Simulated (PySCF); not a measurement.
```csv
atom,x (Å),y (Å),z (Å)
Zn,0.0000,0.0000,-1.5150
Zn,0.0000,0.0000,1.5150
```

The calculation used PBE0/jorge-DZP, non-relativistic, at a bond length of 3.030 Å in PySCF 2.14.0.

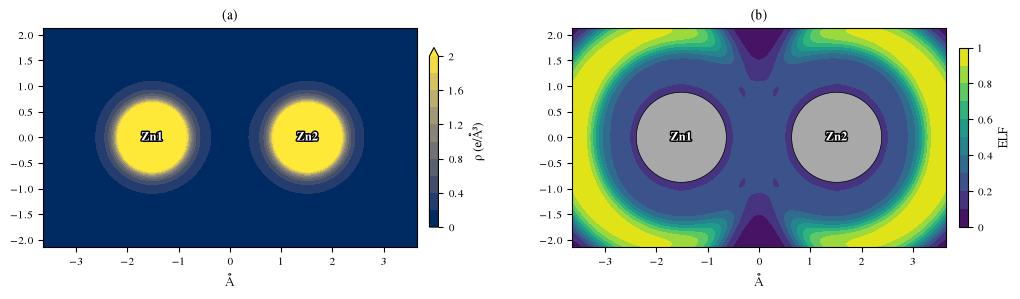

Zn$_{2}$. (a) total electron density; (b) electron localisation function on a plane that holds the molecular axis. Grey discs cover the atomic cores in the ELF map.

What does the map show?

Atoms in the plane: Zn. Zn–Zn (3.03 Å): the density is about 0.12 e/Å³ at the midpoint; the ELF is about 0.20 at the midpoint.
